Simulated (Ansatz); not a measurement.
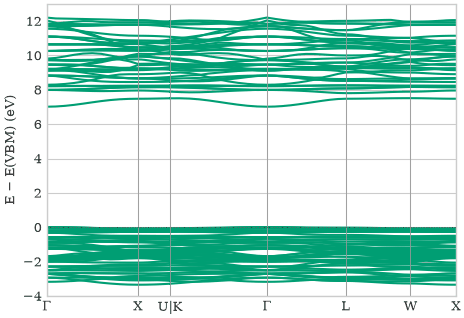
Figure. Band structure from the program Ansatz at the PBEsol level (PAW)

### Question
Read off the gap and where the band edges lie.

### Answer
About 7.0 eV (7.01 eV by a search for the band edges); maximum at Γ, minimum at Γ.

The material is KY$_{3}$F$_{10}$ in space group Fm-3m (No. 225; K on 8c, Y on 24e, F on 32f, F on 48i).

The workflow started from a Materials Project entry (that database holds measured and hypothetical structures alike); the Crystallography Open Database files this formula in space group No. 225, but the cells were not matched. Its standing as an ambient phase is unchecked. Symmetry was held in the PBEsol relaxation; its stability against distortions is not shown here. No spin polarisation was allowed. Spin–orbit coupling is left out wherever it is not named.

Potentials: the later of the program's two PAW sets.
